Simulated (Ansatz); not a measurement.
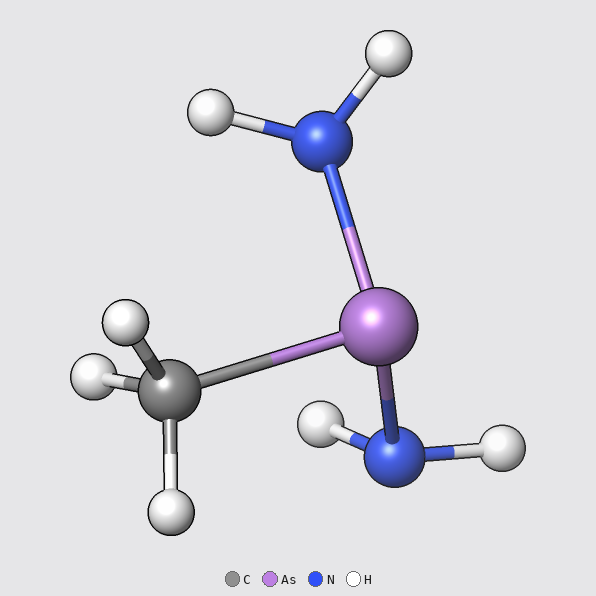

The computed structure is the end point of a PBE-D4/def2-SVP optimisation. No frequency run is at hand to confirm it as a minimum.

Give the structural formula.

SMILES: C[As](N)N

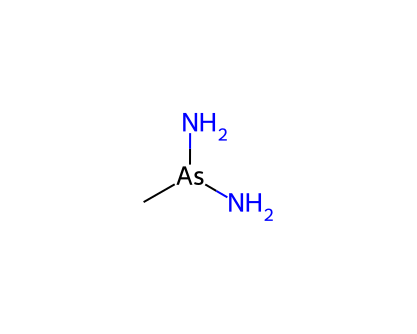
